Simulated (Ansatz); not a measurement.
**SiH6OF2: nudged elastic band**

- system: SiH6OF2
- method: RKS PBE0-D4/def2-SVP (Ansatz 0.2.0)

Figures and captions count atoms from 1; the log counts them from 0 in places.

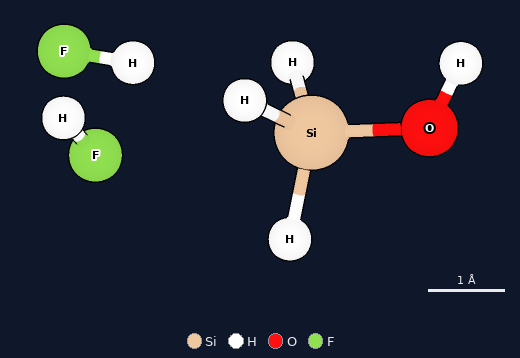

The input geometry (ball-and-stick view, seen at a tilt). Bond lengths as drawn: F–H 0.93 to 0.94 Å, H–O 0.96 Å, H–Si 1.47 to 1.51 Å and O–Si 1.64 Å.

The input:
```yaml
crystal:
  periodic: [false, false, false]
  atoms:
    - {symbol: Si, position_ang: [0.633201, 0.746784, -0.292661]}
    - {symbol: H, position_ang: [-0.846901, 0.476918, -0.179528]}
    - {symbol: H, position_ang: [1.253883, -0.445776, -0.914624]}
    - {symbol: H, position_ang: [1.157090, 1.064363, 1.046543]}
    - {symbol: O, position_ang: [0.842783, 2.093234, -1.211605]}
    - {symbol: H, position_ang: [-0.463984, -1.912116, 1.357211]}
    - {symbol: F, position_ang: [0.425730, -1.703226, 1.545434]}
    - {symbol: H, position_ang: [-1.712764, -0.768384, 0.214870]}
    - {symbol: F, position_ang: [-1.996205, -1.579247, 0.591692]}
    - {symbol: H, position_ang: [0.707170, 2.027448, -2.157334]}
basis:
  gaussian: {orbitals: def2-SVP}
hamiltonian: {xc: pbe0, dispersion: d4}
neb:
  images: 5
  climbing: true
  max_iterations: 40
  initial_path: idpp
  final_atoms:
    - {symbol: Si, position_ang: [1.499659, 0.232372, 0.194113]}
    - {symbol: H, position_ang: [-2.367309, 0.728802, -1.557703]}
    - {symbol: H, position_ang: [1.838181, -0.577830, -0.995728]}
    - {symbol: H, position_ang: [2.615071, 1.047847, 0.703837]}
    - {symbol: O, position_ang: [0.236447, 1.219271, -0.036114]}
    - {symbol: H, position_ang: [-0.574788, -1.389469, 1.143299]}
    - {symbol: F, position_ang: [1.135604, -0.853247, 1.342328]}
    - {symbol: H, position_ang: [-2.410091, 0.127692, -1.113688]}
    - {symbol: F, position_ang: [-1.378442, -1.388185, 0.673986]}
    - {symbol: H, position_ang: [-0.594330, 0.852745, -0.354332]}
```

Run on 4 threads of Arm Neoverse V1, 23 GiB of memory available, shared host.

Run as:
```bash
ansatz run in.yaml --threads 4 --pin off --events-out ev --progress --plain --max-ram 9574MiB
```

What the program printed:
```
Functional definition: PBE0
  name "PBE0"
  cite "Adamo & Barone, J. Chem. Phys. 110, 6158 (1999) doi:10.1063/1.478522"
  cite "Perdew, Burke & Ernzerhof, Phys. Rev. Lett. 77, 3865 (1996) doi:10.1103/PhysRevLett.77.3865"
  parent pbe
  parameter a = 0.25
  parameter kappa = 0.804
  parameter beta = 0.06672455060314922
  exchange = (1 - a)*pbe_x(kappa = kappa, mu = beta*pi^2/3) + a*exact_x
  correlation = pbe_c(beta = beta)
924 factors; integrals over basis functions are off by at most 5.4e-4 eV
mean field evaluation 1: about -15432.4942 eV, gradient 5.7e1 eV
mean field evaluation 2: about -15425.9130 eV, gradient 8.3e1 eV
mean field evaluation 4: about -15437.6640 eV, gradient 2.8e0 eV
mean field evaluation 8: about -15437.6877 eV, gradient 6.5e-2 eV
mean field -15437.68766424 eV, -567.3245576201 hartree, gradient 1.5e-5 eV, S^2 0.000000; 0 other end points of the search recorded, 0 dependent functions left out
the calculation of the forces begins
reference -15437.68768670 eV, -567.3245584455 hartree; 23, 23 occupied and 67, 67 virtual orbitals, 924 factors
924 factors; integrals over basis functions are off by at most 1.1e-3 eV
mean field evaluation 16: about -15433.8698 eV, gradient 5.6e1 eV
mean field -15438.85178081 eV, -567.3673381151 hartree, gradient 2.1e-5 eV, S^2 0.000000; 0 other end points of the search recorded, 0 dependent functions left out
[... from here on the field's lines of each further geometry are left out, up to the last ...]
WARN: NEB end point (image 0): max|allowed force component| = 4.850e-1 eV/Å (the criterion of neb.relax_end_points is 1.000e-2). That is over neb.f_tol: it is no minimum, so the barrier can be far off. Relax it first
WARN: NEB end point (image 6): max|allowed force component| = 6.738e-1 eV/Å (the criterion of neb.relax_end_points is 1.000e-2). That is over neb.f_tol: it is no minimum, so the barrier can be far off. Relax it first
NEB iter   1: max|band force component| = 3.711e0 eV/Å  barrier→ = 4.6083 eV  barrier← = 5.7826 eV  Δτ_max = 0.2000 Å  (175 SCF iters)
NEB iter   2: max|band force component| = 2.660e0 eV/Å  barrier→ = 2.9222 eV  barrier← = 4.0964 eV  Δτ_max = 0.1017 Å  (151 SCF iters)
NEB iter   3: max|band force component| = 2.525e0 eV/Å  barrier→ = 2.2519 eV  barrier← = 3.4261 eV  Δτ_max = 0.1020 Å  (142 SCF iters)
NEB iter   4: max|band force component| = 2.441e0 eV/Å  barrier→ = 1.7515 eV  barrier← = 2.9257 eV  Δτ_max = 0.1007 Å  (141 SCF iters)
NEB iter   5: max|band force component| = 1.748e0 eV/Å  barrier→ = 1.2249 eV  barrier← = 2.3991 eV  Δτ_max = 0.2000 Å  (135 SCF iters)
NEB iter   6: max|band force component| = 3.126e0 eV/Å  barrier→ = 0.7933 eV  barrier← = 1.9676 eV  Δτ_max = 0.1020 Å  (144 SCF iters)
NEB iter   7: max|band force component| = 7.221e-1 eV/Å  barrier→ = 0.4565 eV  barrier← = 1.6307 eV  Δτ_max = 0.2000 Å  (135 SCF iters)
NEB iter   8: max|band force component| = 6.849e-1 eV/Å  barrier→ = 0.2043 eV  barrier← = 1.3785 eV  Δτ_max = 0.2000 Å  (136 SCF iters)
NEB iter   9: max|band force component| = 3.830e-1 eV/Å  barrier→ = 0.1648 eV  barrier← = 1.3391 eV  CI = image 1  Δτ_max = 0.1993 Å  (138 SCF iters)
NEB iter  10: max|band force component| = 8.884e-1 eV/Å  barrier→ = 0.3221 eV  barrier← = 1.4963 eV  CI = image 1  Δτ_max = 0.1007 Å  (138 SCF iters)
NEB iter  11: max|band force component| = 9.190e-1 eV/Å  barrier→ = 0.3363 eV  barrier← = 1.5105 eV  CI = image 1  Δτ_max = 0.1971 Å  (139 SCF iters)
NEB iter  12: max|band force component| = 9.413e-1 eV/Å  barrier→ = 0.4462 eV  barrier← = 1.6205 eV  CI = image 1  Δτ_max = 0.1963 Å  (141 SCF iters)
NEB iter  13: max|band force component| = 9.696e-1 eV/Å  barrier→ = 0.5969 eV  barrier← = 1.7711 eV  CI = image 1  Δτ_max = 0.2000 Å  (136 SCF iters)
NEB iter  14: max|band force component| = 7.792e-1 eV/Å  barrier→ = 0.8625 eV  barrier← = 2.0367 eV  CI = image 1  Δτ_max = 0.1895 Å  (141 SCF iters)
NEB iter  15: max|band force component| = 4.815e-1 eV/Å  barrier→ = 0.9190 eV  barrier← = 2.0933 eV  CI = image 1  Δτ_max = 0.0971 Å  (133 SCF iters)
NEB iter  16: max|band force component| = 4.093e-1 eV/Å  barrier→ = 0.9003 eV  barrier← = 2.0746 eV  CI = image 1  Δτ_max = 0.1957 Å  (136 SCF iters)
NEB iter  17: max|band force component| = 3.130e-1 eV/Å  barrier→ = 0.8878 eV  barrier← = 2.0620 eV  CI = image 1  Δτ_max = 0.0960 Å  (135 SCF iters)
NEB iter  18: max|band force component| = 2.636e-1 eV/Å  barrier→ = 0.8830 eV  barrier← = 2.0572 eV  CI = image 1  Δτ_max = 0.0982 Å  (135 SCF iters)
NEB iter  19: max|band force component| = 1.343e-1 eV/Å  barrier→ = 0.8806 eV  barrier← = 2.0549 eV  CI = image 1  Δτ_max = 0.0940 Å  (136 SCF iters)
NEB iter  20: max|band force component| = 9.286e-2 eV/Å  barrier→ = 0.8798 eV  barrier← = 2.0541 eV  CI = image 1  Δτ_max = 0.0975 Å  (133 SCF iters)
NEB iter  21: max|band force component| = 9.212e-2 eV/Å  barrier→ = 0.8795 eV  barrier← = 2.0537 eV  CI = image 1  Δτ_max = 0.0490 Å  (136 SCF iters)
NEB iter  22: max|band force component| = 1.176e-1 eV/Å  barrier→ = 0.8793 eV  barrier← = 2.0535 eV  CI = image 1  Δτ_max = 0.0245 Å  (136 SCF iters)
NEB iter  23: max|band force component| = 5.662e-2 eV/Å  barrier→ = 0.8791 eV  barrier← = 2.0534 eV  CI = image 1  Δτ_max = 0.0491 Å  (131 SCF iters)
the calculation of the forces begins
reference -15436.81736738 eV, -567.2925748006 hartree; 23, 23 occupied and 67, 67 virtual orbitals, 926 factors
these checks for a lower state are left out or cut short: stability, starts, cluster_reference, orbital_swaps, neighbouring_geometries, increment
926 factors; integrals over basis functions are off by at most 1.0e-3 eV
mean field -15436.78360777 eV, -567.2913341579 hartree, gradient 2.4e-6 eV, S^2 0.000000; 0 other end points of the search recorded, 0 dependent functions left out
the calculation of the forces begins
reference -15436.78362915 eV, -567.2913349436 hartree; 23, 23 occupied and 67, 67 virtual orbitals, 926 factors
NEB iter  24: max|band force component| = 4.077e-2 eV/Å  barrier→ = 0.8791 eV  barrier← = 2.0534 eV  CI = image 1  CI's point: of a kind that is not told: the force calls were inconclusive, a negative curvature could not be distinguished from the path's own, the only one lies far off the path, or fixed occupations may fill a level only in part  Δτ_max = 0.0000 Å  (1083 SCF iters)
```

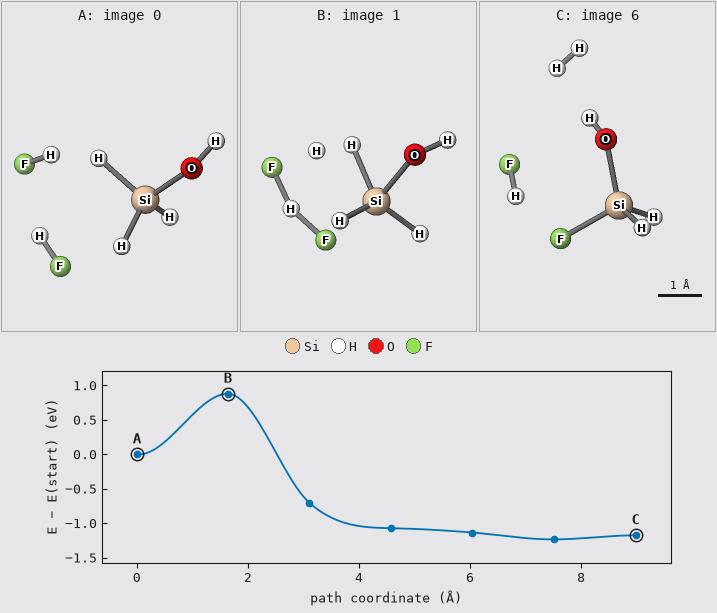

Images of the last band (counted from 0; ball-and-stick, seen at a tilt) above the energy along the path; the line is a cubic interpolation that uses the forces. The highest image is number 1, 0.879 eV above the start and 2.053 eV above the end (the climbing image); the end lies 1.174 eV below the start. The path is 8.98 Å long. The band converged in 24 iterations. The end points carry forces over 0.1 eV/Å, so they aren't fully relaxed minima and the barriers are approximate.

```
WARN: NEB end point (image 6): the path dips 0.059851 eV below it before the top, so the barrier from the dip is that much higher. The path crosses a lower well, or the end point is a saddle point, which neb.relax_end_points tests for
Total energy: -15436.90701247 eV, -567.2958691967 hartree
Atom 0 at     0.698635     0.339427    -0.056087 Å, force    -0.000080     0.003346    -0.001314 eV/Å
Atom 1 at    -0.931187     0.157496    -0.461696 Å, force    -0.000714    -0.000234     0.000146 eV/Å
Atom 2 at     1.621209    -0.426133    -0.935927 Å, force     0.000137     0.000162    -0.000263 eV/Å
Atom 3 at     0.942097     0.856029     1.305830 Å, force    -0.000784    -0.000504    -0.000017 eV/Å
Atom 4 at     0.580020     1.818316    -0.850441 Å, force     0.000305    -0.007969    -0.001674 eV/Å
Atom 5 at    -0.726870    -1.496832     0.996409 Å, force    -0.002581     0.001225     0.000342 eV/Å
Atom 6 at     0.420683    -1.356200     0.773394 Å, force     0.001323    -0.000279     0.001328 eV/Å
Atom 7 at    -1.385462    -0.407063     0.122092 Å, force     0.002019     0.003591     0.001695 eV/Å
Atom 8 at    -1.797149    -1.269041     0.918302 Å, force     0.000722    -0.003062    -0.001500 eV/Å
Atom 9 at     0.578026     1.784000    -1.811877 Å, force    -0.000348     0.003724     0.001256 eV/Å
Dipole moment:     0.009623    -0.006530    -0.355182 e Å
```

The last band as extended XYZ (Å, eV, eV/Å):
```
10
Properties=species:S:1:pos:R:3:forces:R:3 image=0 energy=-15437.78611
Si    0.6332    0.7468   -0.2927   -0.0725  -0.3379   0.2564
H    -0.8469    0.4769   -0.1795   -0.1126  -0.0710   0.0550
H     1.2539   -0.4458   -0.9146    0.0572  -0.1457  -0.0457
H     1.1571    1.0644    1.0465    0.0306  -0.0014   0.1349
O     0.8428    2.0932   -1.2116    0.1153   0.4850  -0.1855
H    -0.4640   -1.9121    1.3572   -0.0899   0.0416  -0.0507
F     0.4257   -1.7032    1.5454   -0.0115   0.0542  -0.0524
H    -1.7128   -0.7684    0.2149   -0.0074  -0.0371   0.0210
F    -1.9962   -1.5792    0.5917    0.1153   0.0149   0.0253
H     0.7072    2.0274   -2.1573   -0.0244  -0.0026  -0.1583
10
Properties=species:S:1:pos:R:3:forces:R:3 image=1 energy=-15436.90699
Si    0.6986    0.3394   -0.0561   -0.0001   0.0033  -0.0013
H    -0.9312    0.1575   -0.4617   -0.0007  -0.0002   0.0001
H     1.6212   -0.4261   -0.9359    0.0001   0.0002  -0.0003
H     0.9421    0.8560    1.3058   -0.0008  -0.0005   0.0000
O     0.5800    1.8183   -0.8504    0.0003  -0.0080  -0.0017
H    -0.7269   -1.4968    0.9964   -0.0026   0.0012   0.0003
F     0.4207   -1.3562    0.7734    0.0013  -0.0003   0.0013
H    -1.3855   -0.4071    0.1221    0.0020   0.0036   0.0017
F    -1.7971   -1.2690    0.9183    0.0007  -0.0031  -0.0015
H     0.5780    1.7840   -1.8119   -0.0003   0.0037   0.0013
10
Properties=species:S:1:pos:R:3:forces:R:3 image=2 energy=-15438.48683
Si    1.1648    0.2959    0.0794    0.2783  -0.0146   0.0643
H    -1.4441    0.3956   -0.6189   -0.3019   0.1000  -0.0833
H     2.2673   -0.2195   -0.7569    0.3636   0.1092   0.0951
H     1.3427    0.7628    1.4644    0.2366   0.0115   0.0468
O     0.5092    1.5960   -0.6926   -0.0906  -0.1626   0.0178
H    -1.0576   -1.5865    0.9199   -0.1565  -0.0275   0.0259
F     0.3608   -1.1322    0.3044   -0.0100   0.1810  -0.2245
H    -1.7584   -0.1540   -0.2005   -0.2063   0.1235  -0.1523
F    -1.9611   -1.6322    1.1502   -0.0609  -0.2015   0.2010
H     0.5764    1.6740   -1.6493   -0.0522  -0.1190   0.0093
10
Properties=species:S:1:pos:R:3:forces:R:3 image=3 energy=-15438.85743
Si    1.4984    0.2492    0.2515    0.0030   0.0103  -0.0089
H    -2.2082    0.6665   -1.0002   -0.0149  -0.0007  -0.0077
H     2.6279   -0.2426   -0.5773    0.0044   0.0010  -0.0006
H     1.8794    0.7035    1.6043    0.0104  -0.0010   0.0003
O     0.6645    1.4730   -0.4509   -0.0039   0.0001   0.0065
H    -1.0882   -1.5333    0.7638   -0.0028   0.0023   0.0011
F     0.5278   -1.0680    0.4307    0.0023  -0.0088   0.0048
H    -2.2336    0.0512   -0.5514   -0.0063   0.0015  -0.0063
F    -1.9999   -1.6764    0.8779    0.0030   0.0049  -0.0018
H     0.3318    1.3769   -1.3484    0.0047  -0.0097   0.0125
10
Properties=species:S:1:pos:R:3:forces:R:3 image=4 energy=-15438.92048
Si    1.4931    0.1797    0.4506    0.0094  -0.0032   0.0044
H    -2.1753    0.8934   -1.3946    0.0025   0.0073  -0.0237
H     2.3476   -0.5952   -0.4842   -0.0180  -0.0114  -0.0093
H     2.2375    0.8595    1.5305    0.0272   0.0058  -0.0116
O     0.5606    1.3058   -0.2829   -0.0176   0.0032   0.0161
H    -1.0247   -1.4401    0.7142    0.0106  -0.0012  -0.0028
F     0.5351   -0.9507    1.1754    0.0001   0.0047   0.0329
H    -2.0853    0.2601   -0.9778    0.0054   0.0068  -0.0102
F    -1.8081   -1.5693    0.2268    0.0146   0.0092  -0.0196
H    -0.0805    1.0569   -0.9581   -0.0343  -0.0212   0.0238
10
Properties=species:S:1:pos:R:3:forces:R:3 image=5 energy=-15439.02020
Si    1.4542    0.0423    0.6445   -0.0071  -0.0209   0.0116
H    -2.3757    1.2597   -1.6386   -0.0015  -0.0016   0.0004
H     2.1915   -0.9752   -0.1457    0.0009   0.0003  -0.0008
H     2.3268    0.8781    1.4968   -0.0015  -0.0007   0.0016
O     0.5033    1.0368   -0.2417    0.0080   0.0414  -0.0081
H    -0.8246   -1.2941    0.5946   -0.0005   0.0001   0.0037
F     0.4775   -0.8387    1.6509    0.0068   0.0033  -0.0049
H    -2.4061    0.5591   -1.3425    0.0024  -0.0011   0.0037
F    -1.1345   -1.2750   -0.2883   -0.0036  -0.0006  -0.0043
H    -0.2125    0.6068   -0.7302   -0.0039  -0.0201  -0.0030
10
Properties=species:S:1:pos:R:3:forces:R:3 image=6 energy=-15438.96035
Si    1.3964    0.0856    0.6192    0.6738   0.1912  -0.2976
H    -1.7989    1.0780   -2.0405    0.1341   0.4098  -0.2109
H     2.0099   -0.6250   -0.5233    0.0739  -0.0674  -0.1018
H     2.3668    0.7493    1.5062    0.0941   0.0462   0.0628
O     0.3004    1.1927    0.1765   -0.3538   0.4762  -0.0938
H    -0.9419   -1.4456    0.7689    0.0280   0.0030   0.0495
F     0.6711   -1.0768    1.4865   -0.4880  -0.6594   0.4611
H    -1.9949    0.4406   -1.7004   -0.1036  -0.4348   0.2547
F    -1.5820   -1.3297    0.1034    0.1084   0.0946  -0.0403
H    -0.4269    0.9309   -0.3964   -0.1668  -0.0594  -0.0837
```

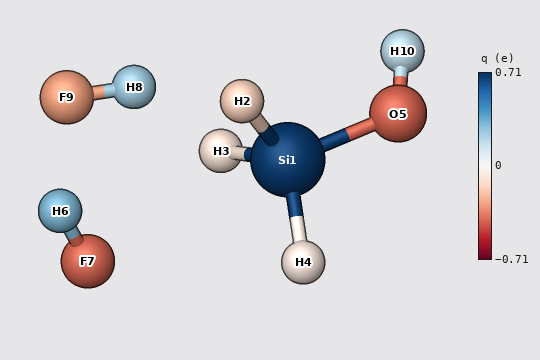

Mulliken charges, as the colour of each atom (ball-and-stick view, seen at a tilt; atoms are numbered from 1 in the order of the input). By element: Si +0.68, H −0.16 to +0.32, O −0.41 and F −0.41 to −0.29 e.

Results in brief:

- outcome: converged
- barrier, forward: 0.879 eV
- barrier, backward: 2.053 eV
- dipole moment (one image of the band): 1.71 D
- wall time: 2.4 min (CPU time 8.6 min)
- peak memory: 0.5 GiB
